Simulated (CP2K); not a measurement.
Consider thiophene at its PBE geometry (Å).

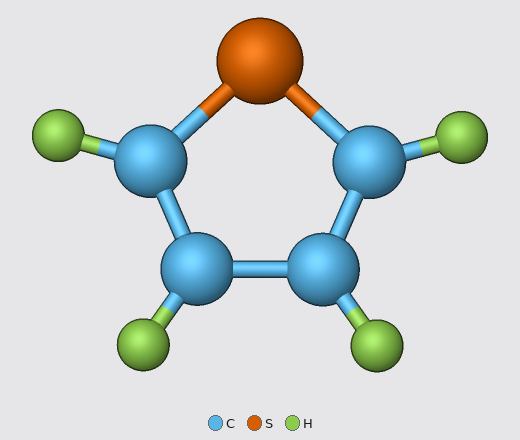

The molecule (carbon blue, sulfur orange, hydrogen green).

```xyz
9

C     0.5330   -0.8448    0.0838
C    -0.8511   -0.5137    0.1271
C    -1.0764    0.8341   -0.0469
S     0.3962    1.6921   -0.2624
C     1.3316    0.2581   -0.1221
H     0.9251   -1.8532    0.2003
H    -1.6480   -1.2389    0.2789
H    -2.0242    1.3632   -0.0618
H     2.4138    0.3031   -0.1969
```

Method: CP2K XAS_TDP, all-electron GAPW, PBEh(45%), aug-cc-pVDZ, TDA, GW2X-corrected core level, no relativity.

Question: Predict the bright core excitations at the C K edge.

Leading lines: C1 287.46 eV and C3 287.08 eV. The leading line of an atom is its first one with 35 % of the strongest within 2.5 eV of its lowest line over the strength cut. Core ionisation energies at this level: C1 291.84 and C3 291.98 eV.

The first six lines of each atom with a strength over 0.0015:

```tsv
atom	energy (eV)	states	strength, one atom	above the computed threshold
C1 (bonded to 2 C and H), 2 alike	287.46	1	0.0451	
	289.70	1	0.0098	
	289.97	1	0.0097	
	290.72	1	0.0033	
	291.02	1	0.0025	
	291.69	1	0.0020	
C3 (bonded to C, S and H), 2 alike	287.08	1	0.0488	
	289.63	1	0.0296	
	290.12	1	0.0137	
	291.06	1	0.0052	
	291.74	1	0.0027	
	291.85	1	0.0025
```

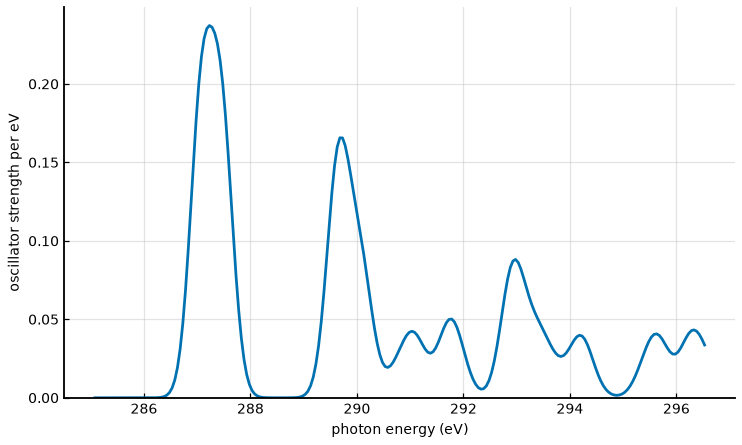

All atoms added, broadened by 0.5 eV.

Lines are vertical, at one geometry, with no vibrational structure. GW2X ionisation energies and lines can be off by 1 to 2 eV either way, and a good line position may hide errors that cancel. These values hold no scalar relativity, about 0.1 eV for C 1s. Rydberg lines, and the discretised continuum above threshold, depend on the basis and the box.

[Banner, clock and machine lines of the logs are left out without a mark of their own.]

[Logs are printed without paths, hosts, clocks, repeated set-up lines and the standing remarks that a program may print on its own settings, such as how far it seeks lower states.]

[Hosts, paths, dates, database ids (printed as entryN), source tags and the programs' standing remarks are cut or masked in the printed files.]
